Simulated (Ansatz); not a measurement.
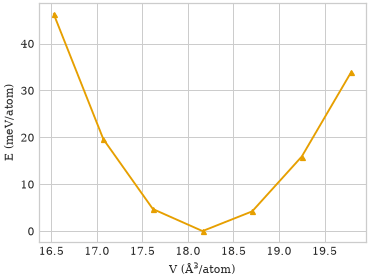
Figure. BiB (rock salt, Fm-3m) under volume change, DFT-r²SCAN in the program Ansatz with PAW potentials, scaled uniformly.

Q: What does a third-order Birch–Murnaghan fit give for V₀, B₀ and B′?

A: V₀ = 18.16 Å³/atom, B₀ = 85.8 GPa, B′ = 4.1.

The cell is a constructed one: a structure type filled with these elements; neither database checked (COD, Materials Project) lists it. Whether it is the stable phase at ambient conditions was not checked. Symmetry was held in the r²SCAN relaxation; its stability against distortions is not shown here. Scalar-relativistic: spin–orbit coupling is off unless named, which matters more the heavier the elements.

Potentials: the later of the program's two PAW sets.
